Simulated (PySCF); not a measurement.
Si(F)(Br)(OH)2, SMILES O[Si](F)(Br)O at its CAM-B3LYP/def2-SVP optimised geometry (Å):

```
7

O     -1.3186     0.8542     0.0000
Si    -0.7952    -0.6848     0.0000
O      0.8381    -0.6848     0.0000
F     -1.3154    -1.4719    -1.3027
Br    -1.6570    -1.7313     1.7251
H     -0.7649     1.5174    -0.4274
H      1.3186    -1.5174    -0.0582
```

Level of theory: PySCF with CAM-B3LYP/def2-TZVP. Cells within 0.4 Å of a nucleus heavier than hydrogen are left out (blank, or x).

Map of the deformation density (molecule minus spherical neutral atoms) (e/bohr³) on the plane z = 0.0 Å:

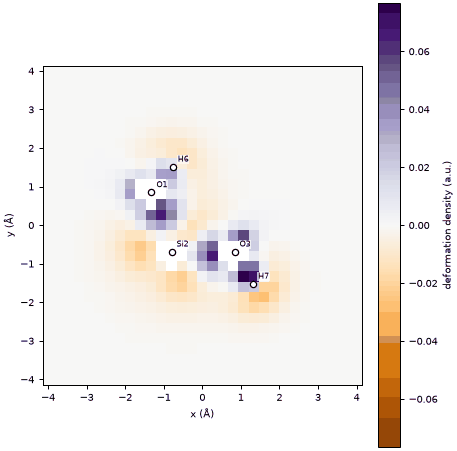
*Deformation density (molecule minus spherical neutral atoms) (e/bohr³) on the plane z = 0.0 Å.*
